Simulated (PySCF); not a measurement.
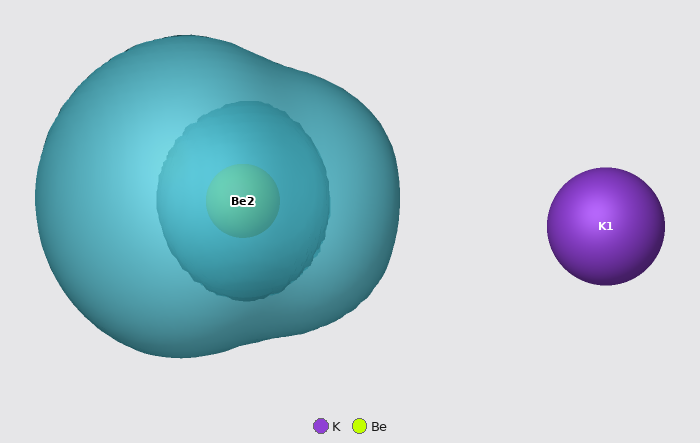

KBe (charge −1). Isosurface of the electron localisation function at 0.9 (cyan), seen from one side. Only the valence region is drawn (cores and ρ < 0.01 e/Å³ removed).

Level of theory: PBE0/aug-pcseg-1, non-relativistic, at a bond length of 3.849 Å in PySCF 2.14.0.

Identify the bonds, lone pairs and shells in this picture.

At this value the surface marks out one region wrapped around Be (its valence shell). Profiles from the grid: K–Be (3.85 Å): the ELF is about 0.30 at the midpoint.
